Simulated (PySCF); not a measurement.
## Run report: C2H10AlNO, geometry relaxation (part 2 of 2)

Continued. System: C2H10AlNO. Method: PBE0-D3(BJ)/def2-SVP geometry optimisation, gas phase (PySCF 2.14.0). 

Geometry of the input (Å):
```
C  2.3620  -0.5350  -0.6369
C  1.4201  -0.5026  0.5759
O  0.2535  0.2402  0.3336
Al -0.9675  1.2264  -0.0578
N  -2.6024  -0.1199  0.0729
H  2.6262  0.5137  -0.8921
H  3.2429  -1.0992  -0.4369
H  1.8313  -0.9292  -1.4977
H  1.9596  -0.0637  1.4545
H  1.1431  -1.5330  0.8449
H  -1.4676  2.2216  1.0485
H  -1.1635  1.5866  -1.5486
H  -2.5286  -0.8275  -0.6326
H  -2.6386  -0.5505  1.0068
H  -3.4858  0.3545  -0.0664
```

## Trajectory as extended XYZ, continued
```
15
Properties=species:S:1:pos:R:3:forces:R:3 step=10 energy=-12357.06192
C     2.1924   -0.2654   -0.7281   -0.0398  -0.0026  -0.0165
C     1.4420   -0.5721    0.5579    0.0809   0.0401   0.0036
O     0.0820   -0.3337    0.4705   -0.0620   0.0622  -0.0670
Al   -0.9271    1.0042   -0.0204    0.0621  -0.1075   0.0770
N    -2.6127   -0.1361    0.1639   -0.0615   0.0393   0.0266
H     2.1022    0.8010   -0.9941   -0.0119  -0.0053  -0.0085
H     3.2639   -0.4973   -0.6347    0.0438  -0.0162   0.0245
H     1.7846   -0.8535   -1.5656   -0.0045   0.0106   0.0040
H     1.9008    0.0147    1.3825   -0.0162  -0.0091   0.0116
H     1.6084   -1.6348    0.8223   -0.0038  -0.0219   0.0042
H    -1.1876    2.1559    1.0650   -0.0093   0.0214   0.0074
H    -0.9680    1.3902   -1.5745   -0.0016   0.0084  -0.0410
H    -2.6059   -0.8768   -0.5378    0.0067  -0.0178  -0.0262
H    -2.5943   -0.5916    1.0783    0.0220   0.0094  -0.0062
H    -3.4926    0.3737    0.0784   -0.0049  -0.0110   0.0065
15
Properties=species:S:1:pos:R:3:forces:R:3 step=11 energy=-12357.06419
C     2.2117   -0.2743   -0.7249   -0.0424   0.0067  -0.0184
C     1.4349   -0.5737    0.5473    0.0891   0.0332  -0.0067
O     0.0745   -0.3559    0.4203   -0.0547   0.0649  -0.0427
Al   -0.9295    0.9965   -0.0404    0.0643  -0.1149   0.0691
N    -2.6240   -0.1231    0.1843   -0.0683   0.0572   0.0151
H     2.1304    0.7914   -0.9971   -0.0174  -0.0082  -0.0105
H     3.2806   -0.5094   -0.6115    0.0443  -0.0144   0.0295
H     1.8161   -0.8646   -1.5667    0.0001   0.0057   0.0055
H     1.8650    0.0307    1.3749   -0.0150  -0.0112   0.0099
H     1.6092   -1.6302    0.8301   -0.0093  -0.0242   0.0022
H    -1.1357    2.1540    1.0506   -0.0133   0.0201   0.0081
H    -1.0102    1.3791   -1.5937   -0.0057   0.0138  -0.0417
H    -2.6549   -0.8450   -0.5360    0.0050  -0.0217  -0.0240
H    -2.5833   -0.6014    1.0861    0.0295   0.0104  -0.0038
H    -3.4966    0.4044    0.1404   -0.0063  -0.0175   0.0083
15
Properties=species:S:1:pos:R:3:forces:R:3 step=12 energy=-12357.06667
C     2.2362   -0.2849   -0.7221   -0.0240   0.0099  -0.0095
C     1.4303   -0.5744    0.5338    0.0512   0.0126  -0.0013
O     0.0713   -0.3696    0.3673   -0.0201   0.0342  -0.0146
Al   -0.9343    0.9896   -0.0595    0.0321  -0.0632   0.0289
N    -2.6385   -0.1091    0.2052   -0.0425   0.0454  -0.0073
H     2.1653    0.7794   -1.0028   -0.0153  -0.0074  -0.0080
H     3.3016   -0.5251   -0.5826    0.0214  -0.0030   0.0191
H     1.8549   -0.8784   -1.5679    0.0066  -0.0038   0.0038
H     1.8317    0.0428    1.3661   -0.0027  -0.0088   0.0044
H     1.6046   -1.6266    0.8333   -0.0116  -0.0133  -0.0025
H    -1.0947    2.1501    1.0374   -0.0105   0.0097   0.0041
H    -1.0584    1.3735   -1.6117   -0.0043   0.0111  -0.0196
H    -2.7073   -0.8123   -0.5314   -0.0001  -0.0142  -0.0080
H    -2.5711   -0.6092    1.0933    0.0244   0.0052   0.0003
H    -3.5034    0.4325    0.2054   -0.0047  -0.0144   0.0102
15
Properties=species:S:1:pos:R:3:forces:R:3 step=13 energy=-12357.06815
C     2.2538   -0.2921   -0.7203   -0.0011   0.0027   0.0006
C     1.4283   -0.5752    0.5236   -0.0028  -0.0029   0.0098
O     0.0710   -0.3743    0.3327    0.0139   0.0000  -0.0012
Al   -0.9385    0.9858   -0.0721   -0.0048   0.0018  -0.0046
N    -2.6491   -0.0992    0.2178   -0.0070   0.0140  -0.0218
H     2.1853    0.7698   -1.0098   -0.0089  -0.0029  -0.0039
H     3.3171   -0.5312   -0.5592   -0.0014   0.0091   0.0028
H     1.8868   -0.8919   -1.5678    0.0094  -0.0096   0.0015
H     1.8123    0.0473    1.3599    0.0082  -0.0051   0.0007
H     1.5985   -1.6258    0.8319   -0.0089  -0.0009  -0.0062
H    -1.0754    2.1457    1.0303   -0.0047   0.0001  -0.0013
H    -1.0903    1.3750   -1.6225    0.0018   0.0024   0.0039
H    -2.7426   -0.7915   -0.5268   -0.0052  -0.0029   0.0068
H    -2.5593   -0.6119    1.0966    0.0125  -0.0005   0.0029
H    -3.5099    0.4478    0.2495   -0.0010  -0.0052   0.0100
15
Properties=species:S:1:pos:R:3:forces:R:3 step=14 energy=-12357.06910
C     2.2643   -0.2972   -0.7186    0.0119  -0.0030   0.0052
C     1.4244   -0.5769    0.5159   -0.0306  -0.0109   0.0121
O     0.0685   -0.3804    0.3065    0.0298  -0.0115   0.0059
Al   -0.9404    0.9835   -0.0832   -0.0276   0.0370  -0.0186
N    -2.6545   -0.0913    0.2271    0.0118  -0.0109  -0.0239
H     2.1913    0.7617   -1.0173   -0.0039   0.0003  -0.0022
H     3.3272   -0.5274   -0.5395   -0.0111   0.0143  -0.0064
H     1.9141   -0.9065   -1.5663    0.0083  -0.0099   0.0006
H     1.7954    0.0498    1.3548    0.0115  -0.0034  -0.0005
H     1.5926   -1.6263    0.8302   -0.0059   0.0044  -0.0053
H    -1.0594    2.1421    1.0235    0.0012  -0.0055  -0.0037
H    -1.1111    1.3784   -1.6311    0.0071  -0.0044   0.0137
H    -2.7686   -0.7757   -0.5223   -0.0079   0.0040   0.0119
H    -2.5438   -0.6138    1.0978    0.0043  -0.0026   0.0028
H    -3.5120    0.4582    0.2860    0.0011   0.0020   0.0086
15
Properties=species:S:1:pos:R:3:forces:R:3 step=15 energy=-12357.07009
C     2.2752   -0.3033   -0.7161    0.0173  -0.0078   0.0076
C     1.4180   -0.5790    0.5072   -0.0409  -0.0103   0.0074
O     0.0651   -0.3846    0.2763    0.0280  -0.0179   0.0077
Al   -0.9436    0.9836   -0.0976   -0.0342   0.0546  -0.0169
N    -2.6580   -0.0840    0.2371    0.0217  -0.0284  -0.0185
H     2.1939    0.7513   -1.0276   -0.0003   0.0020  -0.0003
H     3.3375   -0.5183   -0.5157   -0.0126   0.0133  -0.0101
H     1.9476   -0.9264   -1.5627    0.0045  -0.0062  -0.0003
H     1.7759    0.0514    1.3490    0.0114  -0.0007  -0.0004
H     1.5818   -1.6271    0.8277   -0.0004   0.0057  -0.0033
H    -1.0421    2.1384    1.0156    0.0034  -0.0059  -0.0049
H    -1.1335    1.3864   -1.6411    0.0097  -0.0108   0.0144
H    -2.7980   -0.7589   -0.5165   -0.0086   0.0082   0.0100
H    -2.5203   -0.6181    1.0969   -0.0015  -0.0034   0.0010
H    -3.5116    0.4668    0.3309    0.0027   0.0077   0.0066
15
Properties=species:S:1:pos:R:3:forces:R:3 step=16 energy=-12357.07087
C     2.2835   -0.3090   -0.7131    0.0126  -0.0058   0.0047
C     1.4091   -0.5809    0.4989   -0.0246  -0.0089  -0.0005
O     0.0597   -0.3901    0.2463    0.0173  -0.0083   0.0104
Al   -0.9464    0.9853   -0.1125   -0.0272   0.0417  -0.0079
N    -2.6581   -0.0782    0.2471    0.0127  -0.0274  -0.0092
H     2.1925    0.7406   -1.0382    0.0017   0.0022  -0.0004
H     3.3451   -0.5059   -0.4926   -0.0077   0.0067  -0.0065
H     1.9795   -0.9469   -1.5575    0.0003  -0.0009  -0.0009
H     1.7542    0.0539    1.3428    0.0058   0.0006  -0.0007
H     1.5701   -1.6273    0.8261    0.0013   0.0036   0.0011
H    -1.0230    2.1366    1.0060    0.0042  -0.0045  -0.0035
H    -1.1531    1.3939   -1.6512    0.0082  -0.0118   0.0062
H    -2.8261   -0.7418   -0.5107   -0.0063   0.0087   0.0035
H    -2.4929   -0.6255    1.0939   -0.0018  -0.0036  -0.0017
H    -3.5060    0.4737    0.3782    0.0033   0.0077   0.0051
15
Properties=species:S:1:pos:R:3:forces:R:3 step=17 energy=-12357.07119
C     2.2885   -0.3123   -0.7111    0.0026  -0.0031   0.0011
C     1.4040   -0.5807    0.4946   -0.0043  -0.0013  -0.0056
O     0.0575   -0.3892    0.2301   -0.0002  -0.0013   0.0083
Al   -0.9499    0.9882   -0.1210   -0.0056   0.0149   0.0035
N    -2.6576   -0.0775    0.2522    0.0021  -0.0128  -0.0006
H     2.1936    0.7345   -1.0443    0.0011   0.0007   0.0006
H     3.3493   -0.4999   -0.4801   -0.0003  -0.0001  -0.0007
H     1.9969   -0.9580   -1.5540   -0.0018   0.0022  -0.0010
H     1.7436    0.0562    1.3394    0.0013   0.0021  -0.0005
H     1.5617   -1.6262    0.8259    0.0028   0.0007   0.0015
H    -1.0145    2.1364    1.0009   -0.0008   0.0006  -0.0020
H    -1.1649    1.3985   -1.6570    0.0033  -0.0089  -0.0022
H    -2.8430   -0.7324   -0.5087   -0.0038   0.0062  -0.0036
H    -2.4760   -0.6341    1.0897    0.0009  -0.0036  -0.0037
H    -3.5012    0.4749    0.4070    0.0027   0.0037   0.0047
```

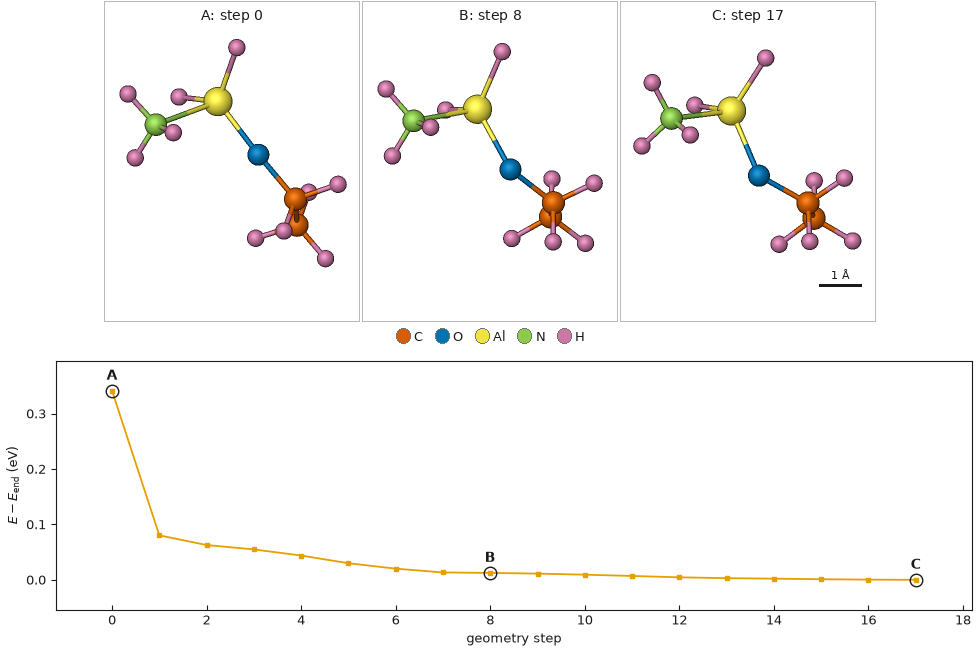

Fig. 1: Frames of the relaxation (ball-and-stick view, seen at a tilt) above the curves, on which the letters mark them (steps are counted from 0).

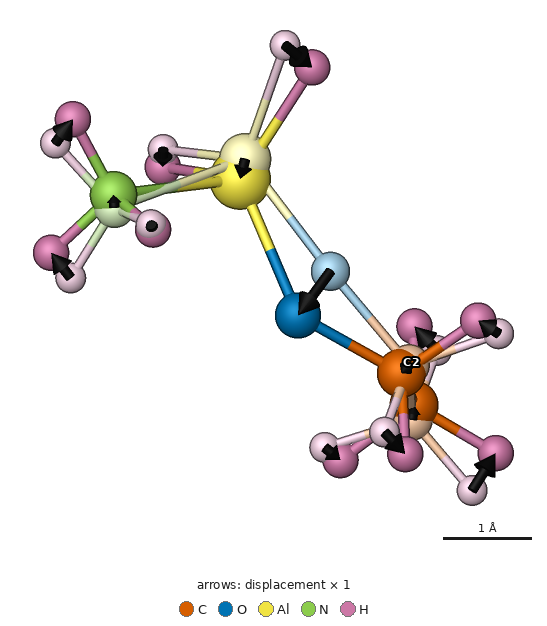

Fig. 2: Start (faint) and end (solid) with the displacements as black arrows, at true length (ball-and-stick view, seen at a tilt). The two geometries are laid on each other by the best rigid fit. Over 17 geometry steps the energy falls by 0.341 eV. Largest force component: 3.2 eV/Å at the start, 0.015 eV/Å at the end. The largest move after the best rigid fit is that of O3, 0.68 Å. By element the largest moves are O 0.68 Å, H 0.52 Å, Al 0.24 Å, C 0.17 Å, N 0.15 Å. Among the contacts that change: O3–Al4 1.618 → 1.742 Å, Al4–N5 2.122 → 2.047 Å, Al4–H12 1.546 → 1.604 Å, Al4–H11 1.570 → 1.607 Å. Among the angles that change: C2–O3–Al4 172.5° → 135.2°, O3–Al4–N5 100.4° → 92.0°, N5–Al4–H11 96.5° → 102.2°. (Atoms are counted from 1 in the order of the input.)

## Key numbers

| quantity | value |
| --- | --- |
| outcome | converged |
| total energy | −454.113994 hartree |
| dipole moment | 4.80 D |
| point group | C1 |
| wall time | 98 s |
| peak memory | 0.51 GiB |
